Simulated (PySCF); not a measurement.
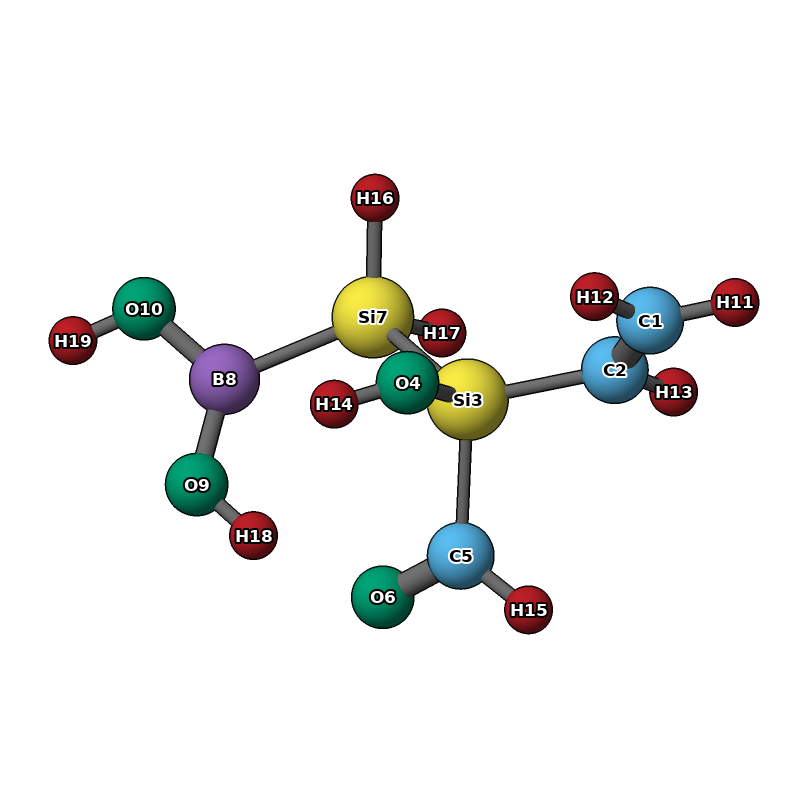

The thickness of each stick grows with its Mayer bond order. The computed structure is the end point of a GFN2-xTB optimisation. No frequency run is at hand to confirm it as a minimum. Method: PBE0/pcSseg-1 (PySCF 2.14.0).

List the Mayer bond orders of C1–C2, C2–Si3, Si3–O4, Si3–C5, Si3–Si7, C5–O6, Si7–B8, B8–O9, B8–O10 (bonds between heavy atoms, one of each equivalent set).

```json
{"bond": "C1–C2", "Mayer order": "2.00", "length (Å)": "1.325"}
{"bond": "C2–Si3", "Mayer order": "0.86", "length (Å)": "1.882"}
{"bond": "Si3–O4", "Mayer order": "1.01", "length (Å)": "1.642"}
{"bond": "Si3–C5", "Mayer order": "0.73", "length (Å)": "1.948"}
{"bond": "Si3–Si7", "Mayer order": "0.92", "length (Å)": "2.333"}
{"bond": "C5–O6", "Mayer order": "1.86", "length (Å)": "1.214"}
{"bond": "Si7–B8", "Mayer order": "0.87", "length (Å)": "1.986"}
{"bond": "B8–O9", "Mayer order": "1.24", "length (Å)": "1.352"}
{"bond": "B8–O10", "Mayer order": "1.25", "length (Å)": "1.354"}
```

The geometry is semi-empirical. Around B, Si such bond lengths and angles can be off by a tenth of an ångström or more and by several degrees, and values that hang on the shape move with them.
